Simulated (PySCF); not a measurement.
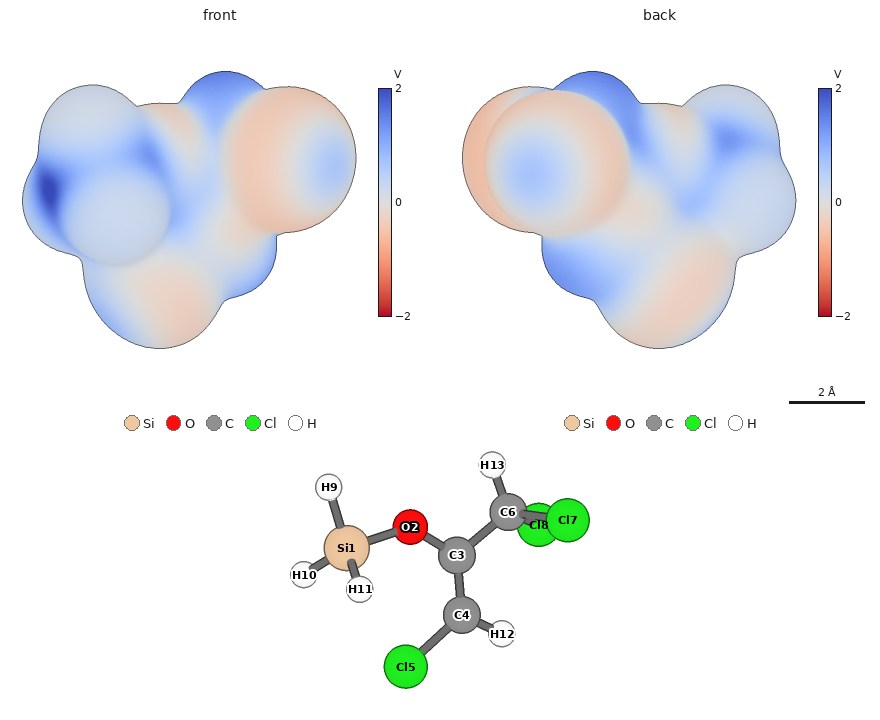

Figure 1: C3H5Cl3OSi (SMILES [SiH3]O/C(=C\Cl)C(Cl)Cl). The molecular electrostatic potential painted on the density surface at 0.002 e/bohr³, seen from the front and from behind; the colour scale runs from red (negative) to blue (positive). The bare structure is drawn below in the same view.

Geometry: GFN2-xTB.

Level of theory: B3LYP/def2-SVPD, SCF density, gas phase in PySCF.

```yaml
atoms:
  - { symbol: Si, position_ang: [2.1773, -0.5049, 0.0751] }
  - { symbol: O, position_ang: [0.5434, -0.7091, 0.0773] }
  - { symbol: C, position_ang: [-0.5179, 0.0756, -0.0845] }
  - { symbol: C, position_ang: [-0.5309, 1.3551, -0.4588] }
  - { symbol: Cl, position_ang: [0.8919, 2.2292, -0.8242] }
  - { symbol: C, position_ang: [-1.8006, -0.6386, 0.2522] }
  - { symbol: Cl, position_ang: [-2.3588, -0.1360, 1.8718] }
  - { symbol: Cl, position_ang: [-3.0744, -0.3155, -0.9315] }
  - { symbol: H, position_ang: [2.5122, -1.8639, 0.4779] }
  - { symbol: H, position_ang: [2.6583, -0.1789, -1.2629] }
  - { symbol: H, position_ang: [2.5764, 0.4944, 1.0603] }
  - { symbol: H, position_ang: [-1.4479, 1.9101, -0.5597] }
  - { symbol: H, position_ang: [-1.6333, -1.7169, 0.2893] }
```

**Describe the electrostatic potential map.**

The most negative region (about −0.5 V) lies over Cl7 and Cl8, the most positive (about +1.9 V) over Si1. Cl5 shows a σ-hole: about +0.8 V at the tip opposite its bond, against about −0.2 V on its flanks. Cl7 shows a σ-hole: about +0.6 V at the tip opposite its bond, against about −0.4 V on its flanks. Cl8 shows a σ-hole: about +0.7 V at the tip opposite its bond, against about −0.1 V on its flanks.

**What dipole moment does the calculation give?**

Its dipole moment is 1.37 D.
